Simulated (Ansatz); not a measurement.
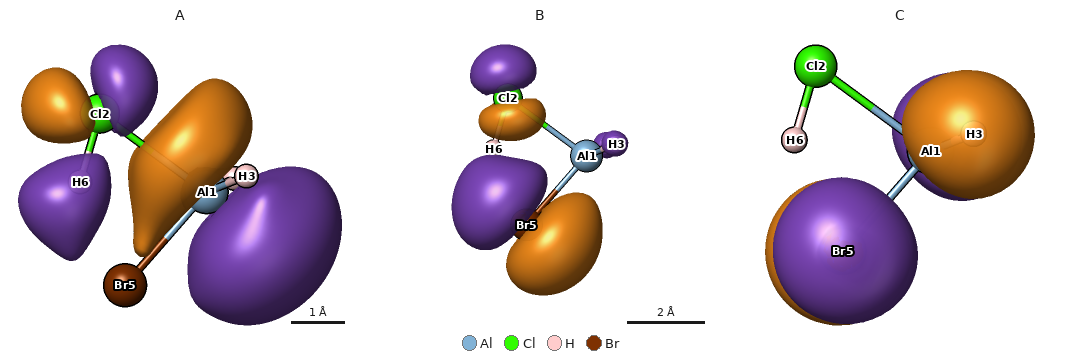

AlBrClH3. Three frontier orbitals at ±0.08 Å⁻³ᐟ² (orange and purple are the two phases), in no order.

The calculation used Ansatz 0.2.0, RKS PBE-D4/def2-SVP.

Input

```
crystal:
  periodic: [false, false, false]
  atoms:
    - { symbol: Al, position_ang: [0.022092, -0.483123, -0.445334] }
    - { symbol: Cl, position_ang: [0.00489, 0.108994, 2.923683] }
    - { symbol: H, position_ang: [1.436313, 0.17072, -0.752811] }
    - { symbol: H, position_ang: [-1.42272, 0.103406, -0.744458] }
    - { symbol: Br, position_ang: [0.08222, -2.722376, 0.372175] }
    - { symbol: H, position_ang: [0.054805, -1.205521, 2.663545] }
basis:
  gaussian: { orbitals: def2-SVP }
hamiltonian:
  xc: pbe
  dispersion: d4
relax:
  f_tol: 0.03
  max_steps: 50
output:
  orbitals: {}
```

Run with:

```sh
ansatz run input.yaml --threads 1 --pin off --max-ram 2048MiB --backend cpu --events-out ev --progress --plain --runs-dir out
```

The fields are those of the run's last geometry, not of the input's.

Q: Order the three orbitals by energy and name them.

A: B is the HOMO−1 (−7.55 eV). It lies mainly on Br5 (about 80 %) and Cl2 (about 10 %); largely a lone pair of Br5. C is the HOMO (−6.88 eV). Its weight (Hirshfeld) is mainly on Br5 (about 55 %), Al1 (about 15 %), H3 (about 15 %) and H4 (about 15 %). A is the LUMO (−1.37 eV). Its weight (Hirshfeld) is mainly on Al1 (about 55 %), Cl2 (about 20 %) and H6 (about 5 %).

Q: What is the HOMO–LUMO gap?

A: 5.51 eV between the orbital energies.
